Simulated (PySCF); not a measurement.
```xyz
17

F    -1.3150    1.3437   -0.3158
C    -2.1929    0.4222    0.2416
Si   -1.9124   -1.2889   -0.5905
Si    0.3906   -1.5911   -0.6341
Si    1.5769   -0.2713    0.8770
F     0.5864   -0.2360    2.1793
Si    2.1473    1.9220    0.4057
H    -3.1958    0.8261    0.0947
H    -1.9782    0.4132    1.3122
H    -2.7158   -2.2169    0.2176
H    -2.5771   -1.2083   -1.8987
H     0.9087   -1.3160   -1.9870
H     0.6687   -3.0291   -0.4531
H     2.6913   -1.0247    1.4743
H     1.0252    2.8507    0.5010
H     2.6866    1.9857   -0.9573
H     3.1987    2.4307    1.2964
```

Geometry: GFN2-xTB.

Theory: PBE0/pcSseg-1, SCF density, gas phase, non-relativistic in PySCF.

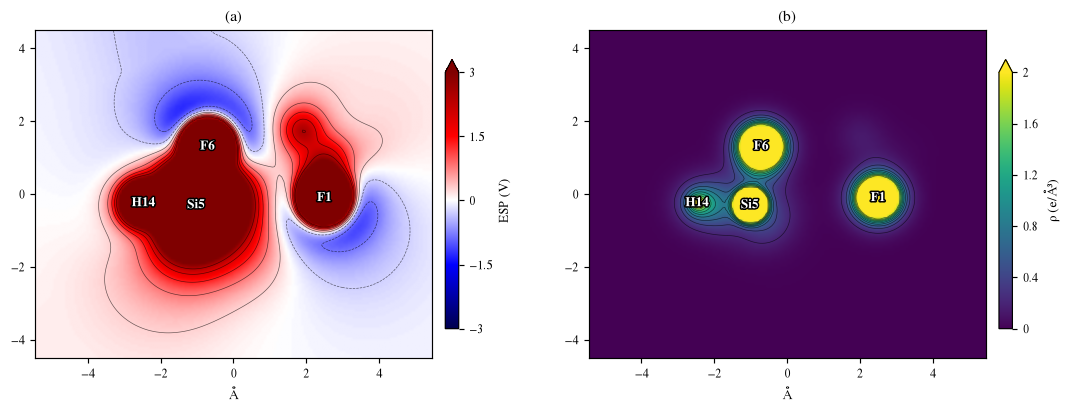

CH$_{10}$F$_{2}$Si$_{4}$. (a) electrostatic potential; (b) total electron density on the plane of atoms F6, Si5 and H14.

Interpret the plot.

- The section cuts through F, Si and H sites.
- Si–F (1.64 Å): ρ is about 0.99 e/Å³ halfway.
- Si–H (1.47 Å): the density is about 0.81 e/Å³ at the midpoint.
- Outside the dense part of the molecule the potential is most negative (−1.2 V) near F6.
